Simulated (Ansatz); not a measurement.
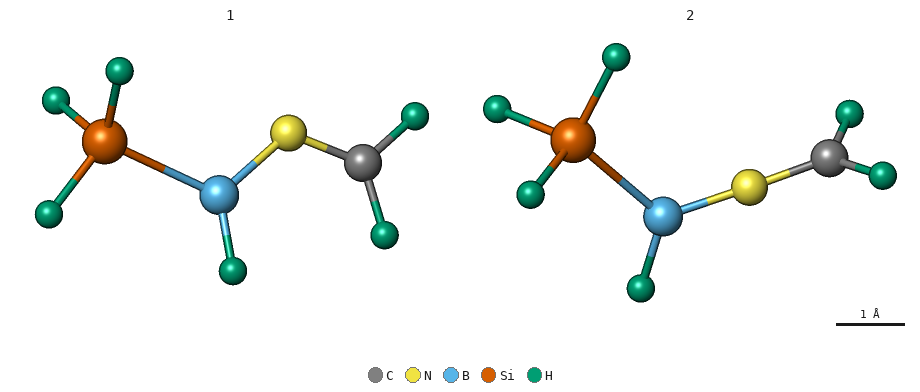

Two geometries of CH₆BNSi (coarse preliminary run), drawn at one scale. One is the start of a relaxation, the other its converged end. A ball-and-stick model, seen at a tilt.

Computed with Ansatz 0.2.0, RKS PBE-D4/def2-SVP. Settings: force threshold 0.03 eV/Å; at most 200 steps.

Which one is relaxed?

Structure 2 is the relaxed one. The start comes from a force field. An H atom moves most after the best rigid fit: 1.42 Å. Largest moves by element: H 1.42 Å, N 0.80 Å, B 0.58 Å, C 0.30 Å, Si 0.14 Å. Near-neighbour distances that change, for instance: B–N 1.503 → 1.353 Å, H–Si 1.413 → 1.508 Å, B–H 1.158 → 1.220 Å, H–Si 1.461 → 1.509 Å. Among the angles between lasting bonds that change: C–N–B 120.3° → 178.5°, B–Si–H 106.2° → 110.4°, N–C–H 125.6° → 121.4°. Groups turn about B–Si by about 55°. The energy falls by 162.2 kJ/mol in 18 geometry steps. The largest force component goes from 3.1 to 0.02 eV/Å. Cost: 46 s on 2 threads of Intel Xeon Platinum 8259CL @ 2.50GHz, on a shared host.
